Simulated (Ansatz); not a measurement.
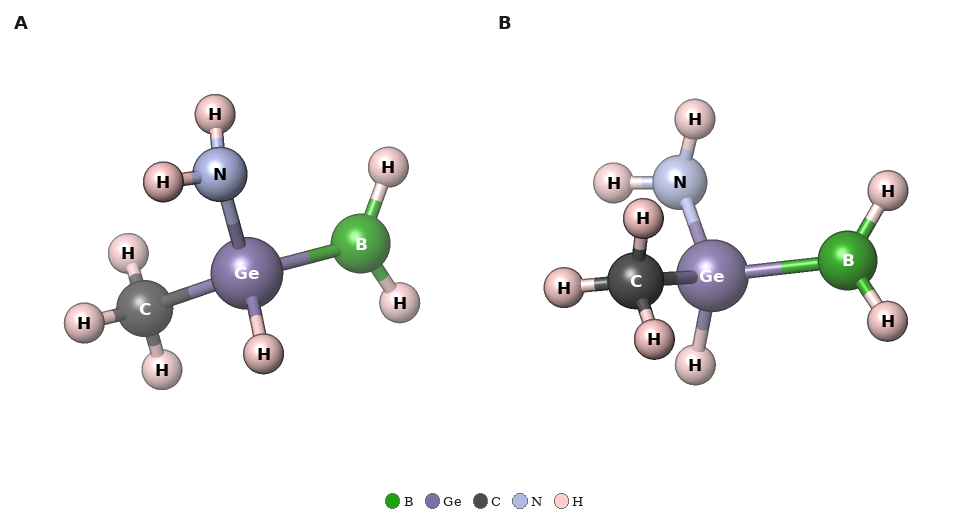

Atoms fade into the background with distance from the viewer. The computed structure is the end point of a PBE0-D4/def2-TZVP optimisation. No frequency run is at hand to confirm it as a minimum.

**Can A be turned into B by a rotation alone?**

No. They are enantiomers, mirror images that no rotation superimposes: A is [BH2][Ge@H]([CH3])[NH2] (), B is [BH2][Ge@@H]([CH3])[NH2] (). Their energies are equal.
